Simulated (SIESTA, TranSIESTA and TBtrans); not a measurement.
Device: Pd chain bridged by a linear C2 unit along the axis. Leads: straight Pd chain, spacing 2.5 Å. Geometry: as built, not relaxed. Transport runs along z; the first 6 and the last 6 of the 20 atoms are the lead cells, repeated to infinity.

```xyz
20
Lattice="9.000 0.000 0.000 0.000 9.000 0.000 0.000 0.000 47.540" Properties=species:S:1:pos:R:3 pbc="F F T"
Pd     4.500     4.500     0.000
Pd     4.500     4.500     2.500
Pd     4.500     4.500     5.000
Pd     4.500     4.500     7.500
Pd     4.500     4.500    10.000
Pd     4.500     4.500    12.500
Pd     4.500     4.500    15.000
Pd     4.500     4.500    17.500
Pd     4.500     4.500    20.000
C      4.500     4.500    21.900
C      4.500     4.500    23.140
Pd     4.500     4.500    25.040
Pd     4.500     4.500    27.540
Pd     4.500     4.500    30.040
Pd     4.500     4.500    32.540
Pd     4.500     4.500    35.040
Pd     4.500     4.500    37.540
Pd     4.500     4.500    40.040
Pd     4.500     4.500    42.540
Pd     4.500     4.500    45.040
```
Starting moments (μB): atom 7 +0.7, atom 8 +0.7, atom 9 +0.7, atom 12 +0.7, atom 13 +0.7, atom 14 +0.7; lead atoms +0.7 (left) and +0.7 (right).

TranSIESTA and TBtrans, PBE, DZP numerical orbitals (energy shift 0.15 eV), PseudoDojo norm-conserving scalar-relativistic potentials, mesh cutoff 200 Ry, 300 K, spin-polarised (collinear), no spin-orbit coupling; self-consistent non-equilibrium Green functions.

Energies count from the leads' Fermi level. Transmissions are for each spin. The energy step is 0.01 eV; narrower resonances are cut or missed.

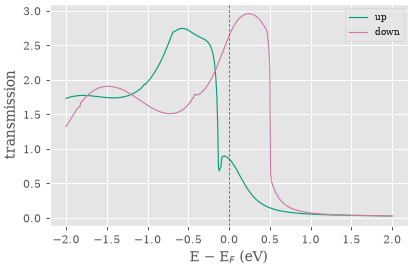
Transmission against energy

```csv
E (eV),T up,T down,lead channels up,down
-2.00,1.73,1.32,3,3
-1.80,1.78,1.69,3,3
-1.60,1.76,1.88,3,3
-1.40,1.74,1.90,3,3
-1.20,1.79,1.79,3,3
-1.00,1.97,1.63,band edge,3
-0.80,2.37,1.52,band edge,3
-0.60,2.74,1.55,band edge,band edge
-0.40,2.65,1.78,4,band edge
-0.20,2.39,2.06,4,band edge
0.00,0.86,2.64,1,4
0.20,0.47,2.95,1,4
0.40,0.21,2.84,1,4
0.60,0.11,0.31,1,1
0.80,0.074,0.12,1,1
1.00,0.056,0.074,1,1
1.20,0.046,0.053,1,1
1.40,0.040,0.043,1,1
1.60,0.036,0.037,1,1
1.80,0.033,0.033,1,1
2.00,0.030,0.030,1,1
```

The magnetic order of the leads was set by the start, and no other order was tried; the separate lead runs end at 0.76 (left) and 0.76 (right) μB an atom. The straight chain is held at its spacing; free chains may zigzag or dimerise.
